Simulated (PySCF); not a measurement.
C$_{4}$H$_{10}$FSi (charge +1)

Input file:

```
{"job": {"kind": "nmr", "xc": "PBE0", "basis": "pcSseg-1", "pop": false}, "charge": 1, "multiplicity": 1}
C     -1.473600    -1.454600     0.742700
Si    -0.644200    -0.012600    -0.129300
C     -1.232800     1.772700    -0.067300
C      1.001900    -0.380300    -1.014000
C      2.115200    -0.013700    -0.025800
F      1.614800    -0.177000     1.253300
H     -2.241800    -1.121100     1.440300
H     -1.948200    -2.137500     0.037400
H     -0.742300    -2.033800     1.310600
H     -0.924900     2.246300     0.866500
H     -0.825300     2.372000    -0.883900
H     -2.319600     1.842400    -0.114700
H      1.139900     0.174600    -1.942400
H      1.068300    -1.442200    -1.265000
H      2.414800     1.033600    -0.104300
H      2.990000    -0.659800    -0.115700
```

Run with:

```sh
OMP_NUM_THREADS=1 python probes_run.py task.json out
```

Geometry: GFN2-xTB, NEB image 0 of 0 to 8.

These are results of PBE0/pcSseg-1, SCF density, gas phase, non-relativistic (PySCF), not measurements.

### What will maps of the electron density and electron localisation function show?

C–Si (1.88 Å): ρ at the midpoint is about 0.96 e/Å³; the ELF peaks at about 0.95 between the atoms; localised, covalent bonding.
C–H (1.09 Å): the density is about 2 e/Å³ at the midpoint; the ELF climbs to about 1 towards the hydrogen, as it does in any bond to H: an ordinary covalent bond to hydrogen.

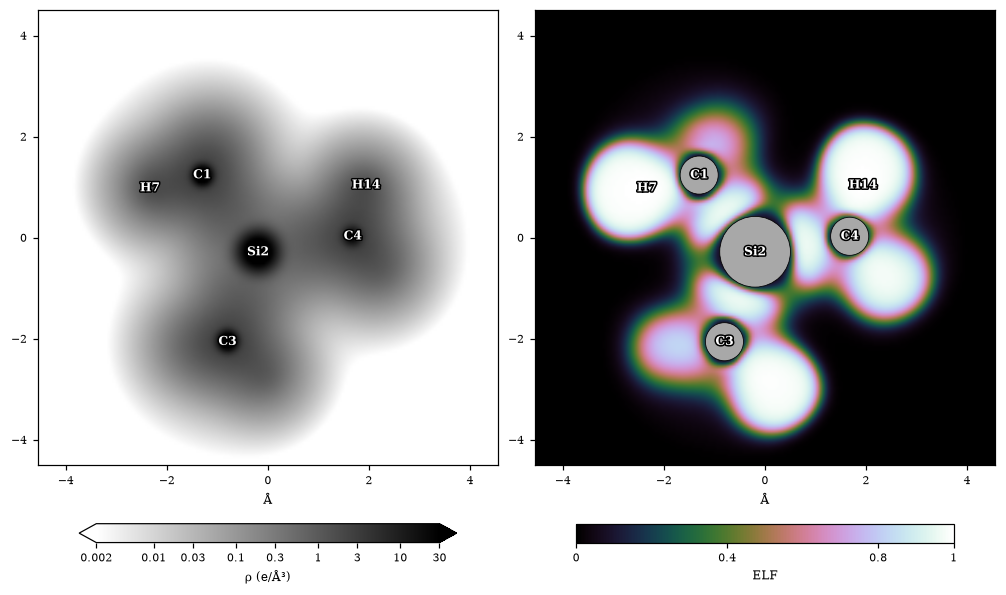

Computed electron density and electron localisation function on the plane of atoms C1, Si2 and C3, in this order. Grey discs cover the atomic cores in the ELF map. 
